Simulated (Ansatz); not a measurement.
The parent structure is InSb in the zinc blende structure (space group F-43m, No. 216; a = 6.519 Å).

Structures relaxed with PBEsol (Ansatz, a program for electronic structure), no spin-orbit coupling.

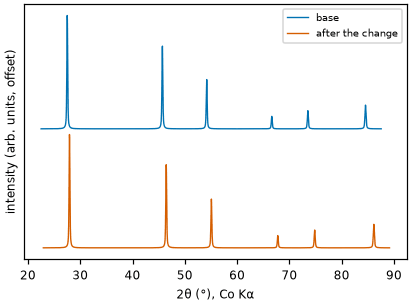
Fig. 1. Simulated powder patterns before (top) and after one change

Problem. Name the change that was made.
A) isotropic strain −2.00 %
B) isotropic strain −3.00 %
C) isotropic strain −0.50 %
D) isotropic strain −1.50 %

Solution. D, isotropic strain −1.50 %. Its volume per atom is 33.09 Å³ against 34.63 Å³, and its space group is F-43m (No. 216).

Whether these cells are dynamically stable was not tested. All final runs are without spin polarisation.
